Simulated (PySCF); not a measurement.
## Excited-state calculation of C₅H₉O₂P

System: C₅H₉O₂P.
Method: TDA PBE0/cc-pVDZ, vertical, gas phase, core orbitals frozen in the response (PySCF 2.14.0).

The geometry comes from this level: GFN2-xTB. It belongs to a series of runs on one base structure; here: PBE0/cc-pVDZ; 3 states, TDA.

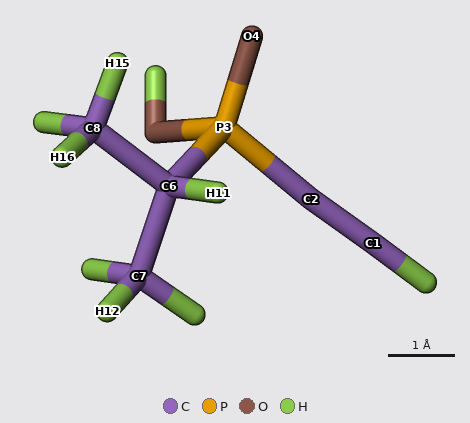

The structure as given in the input (stick view, seen at a tilt; atoms are numbered from 1 in the order of the input). Bond lengths as drawn: C–C 1.20 to 1.52 Å, C–H 1.05 to 1.10 Å, C–P 1.78 to 1.84 Å, H–O 0.96 Å and O–P 1.47 to 1.61 Å.

Key numbers

```json
{"quantity": "outcome", "value": "converged"}
{"quantity": "total energy", "value": "−687.204196 hartree"}
{"quantity": "HOMO", "value": "−7.82 eV"}
{"quantity": "LUMO", "value": "−0.05 eV"}
{"quantity": "dipole moment", "value": "2.55 D"}
{"quantity": "mean polarisability", "value": "74.35 a.u."}
{"quantity": "lowest singlet excitation", "value": "6.19 eV"}
{"quantity": "hardware", "value": "1 CPU thread, shared host"}
{"quantity": "wall time", "value": "30 s"}
{"quantity": "peak memory", "value": "0.75 GiB"}
```

Settings chosen away from the usual ones: PBE0/cc-pVDZ; 3 states, TDA.

The input
```
{"job": {"kind": "uv", "xc": "PBE0", "basis": "cc-pVDZ", "nstates": 3, "ntriplets": 5, "tda": true}, "charge": 0, "multiplicity": 1}
C      2.082047    -1.164788    -2.292213
C      1.668685    -0.591456    -1.322391
P      1.152188     0.213614     0.181605
O      2.119712     0.118855     1.279312
O      0.920199     1.743786    -0.268619
C     -0.543697    -0.424560     0.490570
C     -1.435535    -0.156146    -0.710356
C     -1.054987     0.230224     1.765407
H      2.431152    -1.655365    -3.154856
H      1.598495     2.273327     0.155218
H     -0.438307    -1.503878     0.646751
H     -2.435215    -0.549992    -0.535191
H     -1.025798    -0.624469    -1.603340
H     -1.508463     0.914504    -0.887675
H     -0.344987     0.073605     2.575731
H     -2.017213    -0.187076     2.056922
H     -1.175274     1.301845     1.613215
```

The first line tells a small driver script what to run in PySCF; the rest is the geometry in Å.

Command:
```bash
OMP_NUM_THREADS=1 python <driver script> task.json out
```

What the program printed
```
coarse grid: 14808 points
cycle   1  E = -686.9637323382  dE =  1.390e+00  |g| = 1.059e+00  |ddm| = 7.914e+00
cycle   2  E = -686.4479552363  dE =  5.158e-01  |g| = 1.893e+00  |ddm| = 4.260e+00
cycle   3  E = -687.1636774901  dE = -7.157e-01  |g| = 3.500e-01  |ddm| = 2.851e+00
cycle   4  E = -687.1891454341  dE = -2.547e-02  |g| = 9.127e-02  |ddm| = 5.924e-01
cycle   5  E = -687.1903047469  dE = -1.159e-03  |g| = 4.379e-02  |ddm| = 1.650e-01
cycle   6  E = -687.1907331895  dE = -4.284e-04  |g| = 1.575e-02  |ddm| = 7.719e-02
cycle   7  E = -687.1907928616  dE = -5.967e-05  |g| = 4.004e-03  |ddm| = 2.404e-02
cycle   8  E = -687.1907965265  dE = -3.665e-06  |g| = 9.211e-04  |ddm| = 6.090e-03
final grid: 138736 points
cycle   9  E = -687.2041677047  dE = -2.323e-05  |g| = 1.074e-02  |ddm| = 6.595e-02
cycle  10  E = -687.2041394296  dE =  2.828e-05  |g| = 1.567e-02  |ddm| = 4.189e-02
cycle  11  E = -687.2041950179  dE = -5.559e-05  |g| = 2.678e-03  |ddm| = 2.469e-02
cycle  12  E = -687.2041964504  dE = -1.432e-06  |g| = 3.737e-04  |ddm| = 4.086e-03
cycle  13  E = -687.2041964740  dE = -2.365e-08  |g| = 1.772e-04  |ddm| = 7.107e-04
cycle  14  E = -687.2041964801  dE = -6.053e-09  |g| = 7.642e-05  |ddm| = 2.799e-04
cycle  15  E = -687.2041964815  dE = -1.421e-09  |g| = 1.930e-05  |ddm| = 1.147e-04
cycle  16  E = -687.2041964816  dE = -7.685e-11  |g| = 4.025e-06  |ddm| = 2.994e-05
```

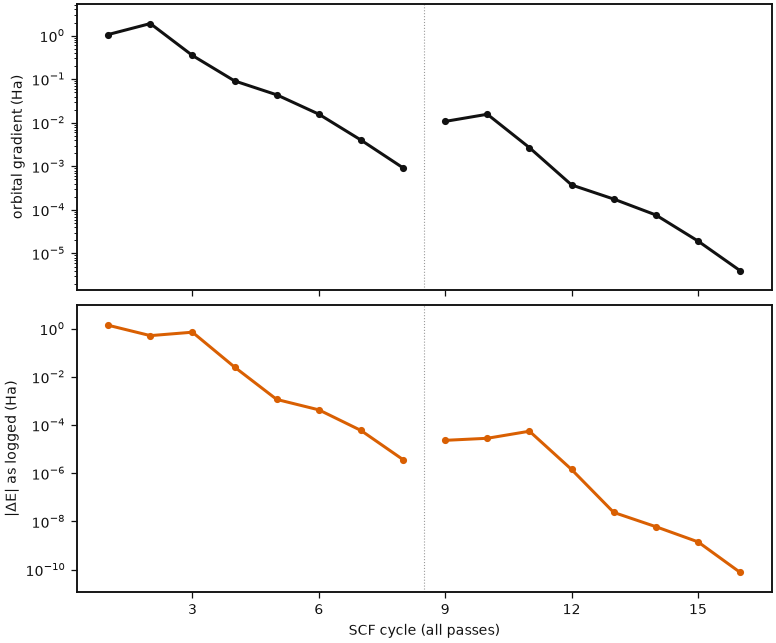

Convergence of the self-consistent field: orbital gradient and size of the energy change against the SCF cycle. The dotted line marks the change from a coarse to the final integration grid. The first 8 cycles use a coarse grid, the final grid takes over at cycle 9, and the field converges after 16 cycles in all.

```
converged SCF energy = -687.2041964816

Static polarisability (au): isotropic 74.350, principal 57.676 69.161 96.214

Singlet excitations
state   eV       nm        f      main configurations
  1   6.1851    200.5   0.00048   H-1->L 0.36, H-1->L+1 0.17, H->L 0.15
  2   6.4045    193.6   0.00809   H->L 0.50, H->L+1 0.22, H-1->L+1 0.14
  3   6.5293    189.9   0.00113   H-2->L 0.55, H-2->L+1 0.17, H->L 0.13

Triplet excitations (Tamm-Dancoff, eV): 5.0138 5.5171 5.5291 6.1512 6.2325
```

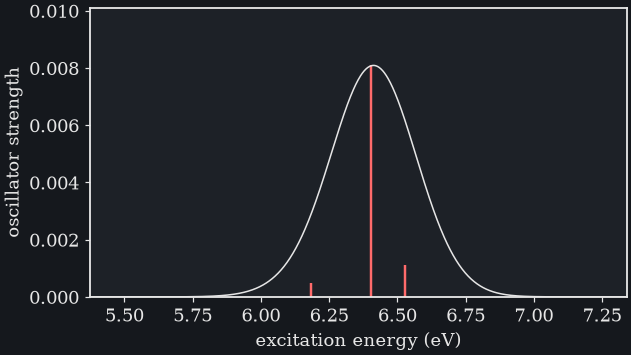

Computed excitations as sticks (degenerate states added up, dark ones marked on the axis), with a Gaussian envelope of 0.35 eV full width at half maximum, scaled to the tallest. Of the 3 states the lowest lies at 6.19 eV (f = 0.000); the strongest line is at 6.40 eV, or 194 nm (f = 0.008).

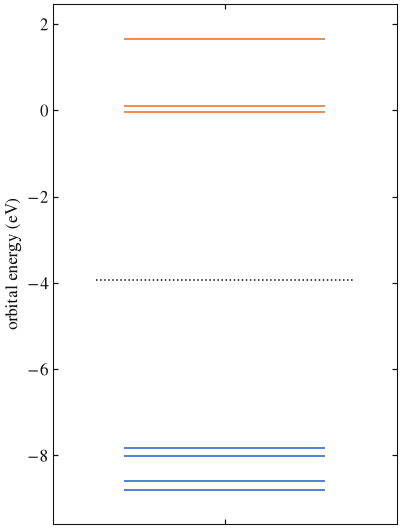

Orbital energies near the frontier; the dotted line parts filled from empty levels, and levels within 0.02 eV of each other stand side by side. Highest filled −7.82 eV, lowest empty −0.05 eV, 7.77 eV apart.
